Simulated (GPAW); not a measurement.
# Calculation of the molecule and its ions, with input and output: CH4OSi (part 2 of 2)

CH4OSi, SMILES O=C[SiH3]; vdW-DF2/dzp, scalar-relativistic datasets (GPAW 26.7.0). The geometry comes from this level: UFF from SMILES.

Geometry of the input (Å):
```
O  1.8610  0.7143  0.1492
C  1.0728  -0.1597  -0.1701
Si -0.7322  0.0830  0.1044
H  1.4345  -1.0797  -0.6156
H  -1.4622  -1.1055  -0.3612
H  -1.1872  1.2632  -0.6454
H  -0.9867  0.2844  1.5386
```

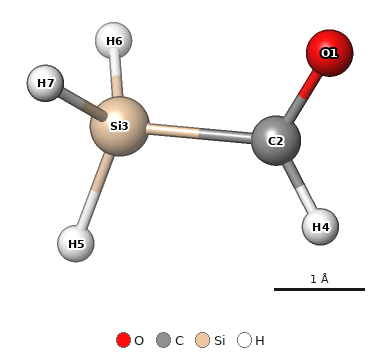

Fig. 1: The structure (ball-and-stick view, seen at a tilt; atoms are numbered from 1 in the order of the input).

## Log, continued
```
Energy contributions:
  Kinetic:          38.396734
  Coulomb:         -38.436550
  Zero:              0.076879
  External:          0.000000
  Xc:              -81.760964
  Entropy:           0.000000
  Spinorbit:         0.000000
  ----------------------------
  Free energy:     -81.723901
  Extrapolated:    -81.723901

dipole moment: (-0.264742, -0.261984, -0.096245)  # |e|*Ang

Fermi level: -4.572
Eigenvalues  # (at kpt = [0.000, 0.000, 0.000])
| band index |      eig [eV] | occ [0-2] |
|------------|---------------|-----------|
|          0 |       -26.568 |     2.000 |
|          1 |       -16.075 |     2.000 |
|          2 |       -13.655 |     2.000 |
|          3 |       -11.451 |     2.000 |
|          4 |       -10.388 |     2.000 |
|          5 |       -10.294 |     2.000 |
|          6 |        -8.999 |     2.000 |
|          7 |        -8.929 |     2.000 |
|          8 |        -5.964 |     2.000 |
|          9 |        -3.181 |     0.000 |
|         10 |         0.082 |     0.000 |
|         11 |         0.677 |     0.000 |
|         12 |         1.533 |     0.000 |
|         13 |         1.604 |     0.000 |
|         14 |         2.538 |     0.000 |

Gap: 2.783 eV
Transition (v -> c):
  (s=0, k=0, n=8, [0.00, 0.00, 0.00]) -> (s=0, k=0, n=9, [0.00, 0.00, 0.00])
No difference between direct/indirect transitions
vacuum-level: 0.000  # V
neutral       -81.72390 eV
  __  _  _
 | _ |_)|_||  |
 |__||  | ||/\| - 26.7.0

units:  Angstrom and eV
cores:  1
OpenMP: False

Versions:
  Python: 3.12.14
  ASE:    3.29.0
  Numpy:  2.5.5
  Scipy:  1.18.1
  Libxc:  7.0.0

        _gpaw.cpython-312-aarch64-linux-gnu.so

Input parameters:
  mode=LCAO(),
  basis={'default': 'dzp'},
  charge=1,
  h=0.16,
  maxiter=60,
  occupations=Occupations(name='fermi-dirac', width=0.0, fixmagmom=True),
  symmetry=Symmetry(point_group=False, time_reversal=False),
  xc=XC(name='vdW-DF2', backend='libvdwxc')

timing:  # [seconds]
  Total: 15.203  # ━━━━━━━━━━━━━━━━━━━━━━━━━━━━━━━━━━━━━━━━━━━━━━━━━━━━━━━━━━
  Init:   4.551  # ━━━━━━━━━━━━━━━━━╸
  SCF:   10.587  # ━━━━━━━━━━━━━━━━━━━━━━━━━━━━━━━━━━━━━━━━╸

Max RSS: 753.785  # MiB
      .-------------------.
     /|                   |
    / |                   |
   /  |                   |
  /   |                   |
 *    |    H              |
 |    |                   |
 |    |    Si     O       |
 |    |    H   C          |
 |    .--H------H---------.
 |   /                   /
 |  /                   /
 | /                   /
 |/                   /
 *-------------------*

Atoms  # Å, Bohr magnetons
|   | symbol |        x |        y |        z |    initial magnetic moments |
|---|--------|----------|----------|----------|-----------------------------|
| 0 |      O | 5.823241 | 4.319829 | 3.294638 | ( 0.0000,  0.0000,  0.1429) |
| 1 |      C | 5.035063 | 3.445853 | 2.975343 | ( 0.0000,  0.0000,  0.1429) |
| 2 |     Si | 3.230030 | 3.688469 | 3.249842 | ( 0.0000,  0.0000,  0.1429) |
| 3 |      H | 5.396706 | 2.525799 | 2.529803 | ( 0.0000,  0.0000,  0.1429) |
| 4 |      H | 2.500000 | 2.500000 | 2.784266 | ( 0.0000,  0.0000,  0.1429) |
| 5 |      H | 2.775006 | 4.868684 | 2.500000 | ( 0.0000,  0.0000,  0.1429) |
| 6 |      H | 2.975582 | 3.889896 | 4.684031 | ( 0.0000,  0.0000,  0.1429) |

Unit cell  # Å
| periodic |        x |        y |        z |  lengths |    angles |
|----------|----------|----------|----------|----------|-----------|
|       no | 8.323241 | 0.000000 | 0.000000 | 8.323241 | 90.000000 |
|       no | 0.000000 | 7.368684 | 0.000000 | 7.368684 | 90.000000 |
|       no | 0.000000 | 0.000000 | 7.184031 | 7.184031 | 90.000000 |

Number of symmetries: 1
Symmetry operations  # r_c * U_cc + t_c -> r_c
|   | kind |            matrix            |
|---|------|------------------------------|
| 0 |  E   |  1, 0, 0,  0, 1, 0,  0, 0, 1 |

BZ-sampling:
  Number of BZ points: 1
  Number of IBZ points: 1

  Monkhorst-Pack size: [1, 1, 1]
  Monkhorst-Pack shift: [0, 0, 0]

K-points  # in reciprocal-cell coordinates
|   |                                coordinates |     weight |
|---|--------------------------------------------|------------|
| 0 | (  0.00000000,   0.00000000,   0.00000000) | 1.00000000 |

basis functions: 59
Spin-components: 2 (collinear spins)
Bands:           15
Projectors:      27
Spin-degeneracy: 1
Datatype:        <class 'float'>

  Storage: CPU
  Wave functions: 14_160 bytes (14_160 per core)

Parallelization:
  kpt:    1
  domain: 1
  band:   1

Density:
  Valence electrons: 18.0
  Components: 2
  Grid points: [52 48 44]
  Charge: 1.0  # |e|

Potential:
  Grid points: [52 48 44]

species:
  O:
    name:    Oxygen
    Z:       8.0
    valence: 6
    core:    2
    charge:  0.0  # [|e|]
    file:    O.PBE.gz
    compensation charges:
      type: gauss
      rc: 0.21  # [Å]
      lmax: 2
    cutoffs:
      filter: 1.17  # [Å]
      core: 0.83  # [Å]
    projectors
    | kind |    occ | energy [eV] | rcut [Å] |
    |------|--------|-------------|----------|
    |   2s |  2.000 |     -23.961 |    0.688 |
    |   2p |  4.000 |      -9.029 |    0.598 |
    |    s |        |       3.251 |    0.688 |
    |    p |        |      18.182 |    0.598 |
    |    d |        |       0.000 |    0.619 |

    LCAO basis set for O:
      Name: dzp
      File: O.dzp.basis.gz
      Number of radial functions: 5
      Number of spherical harmonics: 13
        l=0, rc=4.3438 Bohr: 2s-sz confined orbital
        l=1, rc=5.3906 Bohr: 2p-sz confined orbital
        l=0, rc=2.2969 Bohr: 2s-dz split-valence wave
        l=1, rc=2.8906 Bohr: 2p-dz split-valence wave
        l=2, rc=5.3906 Bohr: d-type Gaussian polarization
      Number of RI-basis functions 0

  C:
    name:    Carbon
    Z:       6.0
    valence: 4
    core:    2
    charge:  0.0  # [|e|]
    file:    C.PBE.gz
    compensation charges:
      type: gauss
      rc: 0.20  # [Å]
      lmax: 2
    cutoffs:
      filter: 1.14  # [Å]
      core: 1.14  # [Å]
    projectors
    | kind |    occ | energy [eV] | rcut [Å] |
    |------|--------|-------------|----------|
    |   2s |  2.000 |     -13.751 |    0.635 |
    |   2p |  2.000 |      -5.284 |    0.635 |
    |    s |        |      13.461 |    0.635 |
    |    p |        |      21.927 |    0.635 |
    |    d |        |       0.000 |    0.635 |

    LCAO basis set for C:
      Name: dzp
      File: C.dzp.basis.gz
      Number of radial functions: 5
      Number of spherical harmonics: 13
        l=0, rc=5.5469 Bohr: 2s-sz confined orbital
        l=1, rc=6.6719 Bohr: 2p-sz confined orbital
        l=0, rc=3.0312 Bohr: 2s-dz split-valence wave
        l=1, rc=3.7500 Bohr: 2p-dz split-valence wave
        l=2, rc=6.6719 Bohr: d-type Gaussian polarization
      Number of RI-basis functions 0

  Si:
    name:    Silicon
    Z:       14.0
    valence: 4
    core:    10
    charge:  0.0  # [|e|]
    file:    Si.PBE.gz
    compensation charges:
      type: gauss
      rc: 0.33  # [Å]
      lmax: 2
    cutoffs:
      filter: 1.86  # [Å]
      core: 2.06  # [Å]
    projectors
    | kind |    occ | energy [eV] | rcut [Å] |
    |------|--------|-------------|----------|
    |   3s |  2.000 |     -10.812 |    1.058 |
    |   3p |  2.000 |      -4.081 |    1.058 |
    |    s |        |      16.399 |    1.058 |
    |    p |        |      23.130 |    1.058 |
    |    d |        |       0.000 |    1.058 |

    LCAO basis set for Si:
      Name: dzp
      File: Si.dzp.basis.gz
      Number of radial functions: 5
      Number of spherical harmonics: 13
        l=0, rc=6.8594 Bohr: 3s-sz confined orbital
        l=1, rc=9.0625 Bohr: 3p-sz confined orbital
        l=0, rc=3.8906 Bohr: 3s-dz split-valence wave
        l=1, rc=5.2344 Bohr: 3p-dz split-valence wave
        l=2, rc=9.0625 Bohr: d-type Gaussian polarization
      Number of RI-basis functions 0

  H:
    name:    Hydrogen
    Z:       1.0
    valence: 1
    core:    0
    charge:  0.0  # [|e|]
    file:    H.PBE.gz
    compensation charges:
      type: gauss
      rc: 0.15  # [Å]
      lmax: 2
    cutoffs:
      filter: 0.85  # [Å]
      core: 0.53  # [Å]
    projectors
    | kind |    occ | energy [eV] | rcut [Å] |
    |------|--------|-------------|----------|
    |   1s |  1.000 |      -6.494 |    0.476 |
    |    s |        |      20.717 |    0.476 |
    |    p |        |       0.000 |    0.476 |

    LCAO basis set for H:
      Name: dzp
      File: H.dzp.basis.gz
      Number of radial functions: 3
      Number of spherical harmonics: 5
        l=0, rc=6.4219 Bohr: 1s-sz confined orbital
        l=0, rc=3.6094 Bohr: 1s-dz split-valence wave
        l=1, rc=6.4219 Bohr: p-type Gaussian polarization
      Number of RI-basis functions 0

Reference energy: -11004.785316  # eV

eigensolver:
  <gpaw.new.lcao.eigensolver.LCAOEigensolver object at 0xff876f3e5310>
density mixing:
  MSR1-Mixer
  Pratt-step length: 0.05
  Maximum mixing coefficient: 0.75
  Old densities: 10
  SVD Regularization: 0.005
  Good broyden scale: 1.0
  Trust region scale: 1.0
  Backstep threshold: 4.0
  History deletion threshold: 6.0
  Fourier metric: weight=20.0, sigma=0.015

occupation numbers:
  Fixed magnetic moment: 1.000
  # Zero width

FastPoissonSolver using
    Stencil: 6*3+1=19 point O(h^6) finite-difference Laplacian
    FFT axes: []
    FST axes: [np.int64(2), np.int64(1), np.int64(0)]

xc functional:
  name: vdW-DF2 with libvdwxc
  Mode: serial
  Semilocal: GGA_X_RPW86+LDA_C_PW with 2 nearest neighbor stencil
  Local blocksize: 104 x 96 x 88
  PAW datasets: PBE
interpolation: tri-quintic # 5. degree polynomial

      .-------------------.
     /|                   |
    / |                   |
   /  |                   |
  /   |                   |
 *    |    H              |
 |    |                   |
 |    |    Si     O       |
 |    |    H   C          |
 |    .--H------H---------.
 |   /                   /
 |  /                   /
 | /                   /
 |/                   /
 *-------------------*

Atoms  # Å, Bohr magnetons
|   | symbol |        x |        y |        z |    initial magnetic moments |
|---|--------|----------|----------|----------|-----------------------------|
| 0 |      O | 5.823241 | 4.319829 | 3.294638 | ( 0.0000,  0.0000,  0.1429) |
| 1 |      C | 5.035063 | 3.445853 | 2.975343 | ( 0.0000,  0.0000,  0.1429) |
| 2 |     Si | 3.230030 | 3.688469 | 3.249842 | ( 0.0000,  0.0000,  0.1429) |
| 3 |      H | 5.396706 | 2.525799 | 2.529803 | ( 0.0000,  0.0000,  0.1429) |
| 4 |      H | 2.500000 | 2.500000 | 2.784266 | ( 0.0000,  0.0000,  0.1429) |
| 5 |      H | 2.775006 | 4.868684 | 2.500000 | ( 0.0000,  0.0000,  0.1429) |
| 6 |      H | 2.975582 | 3.889896 | 4.684031 | ( 0.0000,  0.0000,  0.1429) |

Unit cell  # Å
| periodic |        x |        y |        z |  lengths |    angles |
|----------|----------|----------|----------|----------|-----------|
|       no | 8.323241 | 0.000000 | 0.000000 | 8.323241 | 90.000000 |
|       no | 0.000000 | 7.368684 | 0.000000 | 7.368684 | 90.000000 |
|       no | 0.000000 | 0.000000 | 7.184031 | 7.184031 | 90.000000 |

Number of symmetries: 1
Symmetry operations  # r_c * U_cc + t_c -> r_c
|   | kind |            matrix            |
|---|------|------------------------------|
| 0 |  E   |  1, 0, 0,  0, 1, 0,  0, 0, 1 |

BZ-sampling:
  Number of BZ points: 1
  Number of IBZ points: 1

  Monkhorst-Pack size: [1, 1, 1]
  Monkhorst-Pack shift: [0, 0, 0]

K-points  # in reciprocal-cell coordinates
|   |                                coordinates |     weight |
|---|--------------------------------------------|------------|
| 0 | (  0.00000000,   0.00000000,   0.00000000) | 1.00000000 |

basis functions: 59
Spin-components: 2 (collinear spins)
Bands:           15
Projectors:      27
Spin-degeneracy: 1
Datatype:        <class 'float'>

  Storage: CPU
  Wave functions: 14_160 bytes (14_160 per core)

Parallelization:
  kpt:    1
  domain: 1
  band:   1

Density:
  Valence electrons: 18.0
  Components: 2
  Grid points: [52 48 44]
  Charge: 1.0  # |e|

Potential:
  Grid points: [52 48 44]

species:
  O:
    name:    Oxygen
    Z:       8.0
    valence: 6
    core:    2
    charge:  0.0  # [|e|]
    file:    O.PBE.gz
    compensation charges:
      type: gauss
      rc: 0.21  # [Å]
      lmax: 2
    cutoffs:
      filter: 1.17  # [Å]
      core: 0.83  # [Å]
    projectors
    | kind |    occ | energy [eV] | rcut [Å] |
    |------|--------|-------------|----------|
    |   2s |  2.000 |     -23.961 |    0.688 |
    |   2p |  4.000 |      -9.029 |    0.598 |
    |    s |        |       3.251 |    0.688 |
    |    p |        |      18.182 |    0.598 |
    |    d |        |       0.000 |    0.619 |

    LCAO basis set for O:
      Name: dzp
      File: O.dzp.basis.gz
      Number of radial functions: 5
      Number of spherical harmonics: 13
        l=0, rc=4.3438 Bohr: 2s-sz confined orbital
        l=1, rc=5.3906 Bohr: 2p-sz confined orbital
        l=0, rc=2.2969 Bohr: 2s-dz split-valence wave
        l=1, rc=2.8906 Bohr: 2p-dz split-valence wave
        l=2, rc=5.3906 Bohr: d-type Gaussian polarization
      Number of RI-basis functions 0

  C:
    name:    Carbon
    Z:       6.0
    valence: 4
    core:    2
    charge:  0.0  # [|e|]
    file:    C.PBE.gz
    compensation charges:
      type: gauss
      rc: 0.20  # [Å]
      lmax: 2
    cutoffs:
      filter: 1.14  # [Å]
      core: 1.14  # [Å]
    projectors
    | kind |    occ | energy [eV] | rcut [Å] |
    |------|--------|-------------|----------|
    |   2s |  2.000 |     -13.751 |    0.635 |
    |   2p |  2.000 |      -5.284 |    0.635 |
    |    s |        |      13.461 |    0.635 |
    |    p |        |      21.927 |    0.635 |
    |    d |        |       0.000 |    0.635 |

    LCAO basis set for C:
      Name: dzp
      File: C.dzp.basis.gz
      Number of radial functions: 5
      Number of spherical harmonics: 13
        l=0, rc=5.5469 Bohr: 2s-sz confined orbital
        l=1, rc=6.6719 Bohr: 2p-sz confined orbital
        l=0, rc=3.0312 Bohr: 2s-dz split-valence wave
        l=1, rc=3.7500 Bohr: 2p-dz split-valence wave
        l=2, rc=6.6719 Bohr: d-type Gaussian polarization
      Number of RI-basis functions 0

  Si:
    name:    Silicon
    Z:       14.0
    valence: 4
    core:    10
    charge:  0.0  # [|e|]
    file:    Si.PBE.gz
    compensation charges:
      type: gauss
      rc: 0.33  # [Å]
      lmax: 2
    cutoffs:
      filter: 1.86  # [Å]
      core: 2.06  # [Å]
    projectors
    | kind |    occ | energy [eV] | rcut [Å] |
    |------|--------|-------------|----------|
    |   3s |  2.000 |     -10.812 |    1.058 |
    |   3p |  2.000 |      -4.081 |    1.058 |
    |    s |        |      16.399 |    1.058 |
    |    p |        |      23.130 |    1.058 |
    |    d |        |       0.000 |    1.058 |

    LCAO basis set for Si:
      Name: dzp
      File: Si.dzp.basis.gz
      Number of radial functions: 5
      Number of spherical harmonics: 13
        l=0, rc=6.8594 Bohr: 3s-sz confined orbital
        l=1, rc=9.0625 Bohr: 3p-sz confined orbital
        l=0, rc=3.8906 Bohr: 3s-dz split-valence wave
        l=1, rc=5.2344 Bohr: 3p-dz split-valence wave
        l=2, rc=9.0625 Bohr: d-type Gaussian polarization
      Number of RI-basis functions 0

  H:
    name:    Hydrogen
    Z:       1.0
    valence: 1
    core:    0
    charge:  0.0  # [|e|]
    file:    H.PBE.gz
    compensation charges:
      type: gauss
      rc: 0.15  # [Å]
      lmax: 2
    cutoffs:
      filter: 0.85  # [Å]
      core: 0.53  # [Å]
    projectors
    | kind |    occ | energy [eV] | rcut [Å] |
    |------|--------|-------------|----------|
    |   1s |  1.000 |      -6.494 |    0.476 |
    |    s |        |      20.717 |    0.476 |
    |    p |        |       0.000 |    0.476 |

    LCAO basis set for H:
      Name: dzp
      File: H.dzp.basis.gz
      Number of radial functions: 3
      Number of spherical harmonics: 5
        l=0, rc=6.4219 Bohr: 1s-sz confined orbital
        l=0, rc=3.6094 Bohr: 1s-dz split-valence wave
        l=1, rc=6.4219 Bohr: p-type Gaussian polarization
      Number of RI-basis functions 0

Reference energy: -11004.785316  # eV

eigensolver:
  <gpaw.new.lcao.eigensolver.LCAOEigensolver object at 0xff876f3935f0>
density mixing:
  MSR1-Mixer
  Pratt-step length: 0.05
  Maximum mixing coefficient: 0.75
  Old densities: 10
  SVD Regularization: 0.005
  Good broyden scale: 1.0
  Trust region scale: 1.0
  Backstep threshold: 4.0
  History deletion threshold: 6.0
  Fourier metric: weight=20.0, sigma=0.015

occupation numbers:
  Fixed magnetic moment: 1.000
  # Zero width

FastPoissonSolver using
    Stencil: 6*3+1=19 point O(h^6) finite-difference Laplacian
    FFT axes: []
    FST axes: [np.int64(2), np.int64(1), np.int64(0)]

xc functional:
  name: vdW-DF2 with libvdwxc
  Mode: serial
  Semilocal: GGA_X_RPW86+LDA_C_PW with 2 nearest neighbor stencil
  Local blocksize: 104 x 96 x 88
  PAW datasets: PBE
interpolation: tri-quintic # 5. degree polynomial

Initialization done in: 6.253 s

convergence criteria:
- Maximum [total energy] change in last 3 cyles: 0.0005 eV / valence electron
- Maximum integral of absolute [dens]ity change: 0.0001 electrons / valence electron
- Maximum integral of absolute [eigenst]ate change: 4e-08 eV^2 / valence electron
maximum number of iterations: 60

SCF iterations
|iter     |     time |      energy | eigst |  dens |  magmom |
|---------|----------|-------------|-------|-------|---------|
|iter:   1| 00:00:21 |  -73.599316 |      c|       |  +0.9993|
|iter:   2| 00:00:23 |  -73.354599 |      c| -0.55 |  +0.9993|
|iter:   3| 00:00:25 |  -71.822910 |      c| -0.58 |  +0.9998|
|iter:   4| 00:00:28 |  -71.856633 |      c| -1.22 |  +0.9999|
|iter:   5| 00:00:30 |  -71.831063 |      c| -1.54 |  +1.0000|
|iter:   6| 00:00:32 |  -71.835735 |      c| -1.84 |  +1.0000|
|iter:   7| 00:00:34 |  -71.836566c|      c| -2.33 |  +1.0000|
|iter:   8| 00:00:36 |  -71.836700c|      c| -2.76 |  +1.0000|
|iter:   9| 00:00:38 |  -71.836706c|      c| -3.17 |  +1.0000|
|iter:  10| 00:00:40 |  -71.836710c|      c| -3.65 |  +1.0000|
|iter:  11| 00:00:42 |  -71.836712c|      c| -4.08c|  +1.0000|

Converged in 11 steps
SCF loop duration: 21.104 s (1.919 s/step)
Energy contributions relative to reference atoms: (reference = -11004.785316)

Energy contributions:
  Kinetic:          24.455670
  Coulomb:         -25.379728
  Zero:              0.082462
  External:          0.000000
  Xc:              -70.995116
  Entropy:           0.000000
  Spinorbit:         0.000000
  ----------------------------
  Free energy:     -71.836712
  Extrapolated:    -71.836712

dipole moment: (4.325962, 3.425230, 3.009013)  # |e|*Ang

Total magnetic moment: (0.000000, 0.000000, 1.000001)

Local magnetic moments
|        x |        y |        z |
|----------|----------|----------|
| 0.000000 | 0.000000 | 0.395627 |  # O    0
| 0.000000 | 0.000000 | 0.034979 |  # C    1
| 0.000000 | 0.000000 | 0.074052 |  # Si   2
| 0.000000 | 0.000000 | 0.057580 |  # H    3
| 0.000000 | 0.000000 | 0.013134 |  # H    4
| 0.000000 | 0.000000 | 0.000777 |  # H    5
| 0.000000 | 0.000000 | 0.000542 |  # H    6

Fermi levels: -12.466, -14.316
Eigenvalues  # (at kpt = [0.000, 0.000, 0.000])
| band index |      eig [eV] | occ [0-1] |      eig [eV] | occ [0-1] |
|------------|---------------|-----------|---------------|-----------|
|          0 |       -36.138 |     1.000 |       -35.409 |     1.000 |
|          1 |       -24.316 |     1.000 |       -23.836 |     1.000 |
|          2 |       -21.507 |     1.000 |       -20.840 |     1.000 |
|          3 |       -20.122 |     1.000 |       -19.698 |     1.000 |
|          4 |       -18.817 |     1.000 |       -18.555 |     1.000 |
|          5 |       -18.296 |     1.000 |       -17.711 |     1.000 |
|          6 |       -15.256 |     1.000 |       -15.054 |     1.000 |
|          7 |       -15.098 |     1.000 |       -14.913 |     1.000 |
|          8 |       -14.995 |     1.000 |       -13.719 |     0.000 |
|          9 |       -11.213 |     0.000 |       -11.049 |     0.000 |
|         10 |        -5.973 |     0.000 |        -5.832 |     0.000 |
|         11 |        -5.531 |     0.000 |        -5.390 |     0.000 |
|         12 |        -4.426 |     0.000 |        -4.401 |     0.000 |
|         13 |        -3.987 |     0.000 |        -3.877 |     0.000 |
|         14 |        -3.604 |     0.000 |        -3.388 |     0.000 |

Gap: 2.506 eV
Transition (v -> c):
  (s=1, k=0, n=8, [0.00, 0.00, 0.00]) -> (s=0, k=0, n=9, [0.00, 0.00, 0.00])
No difference between direct/indirect transitions
vacuum-level: 0.000  # V
oxidised      -71.83671 eV
Vertical IP             9.887 eV
```

## Key numbers

- outcome: converged
- ionisation energy: 9.89 eV
- wall time: 43 s
- peak memory: 1 GiB

Settings chosen away from the usual ones: vacuum set to 2.5 (from 5.0).
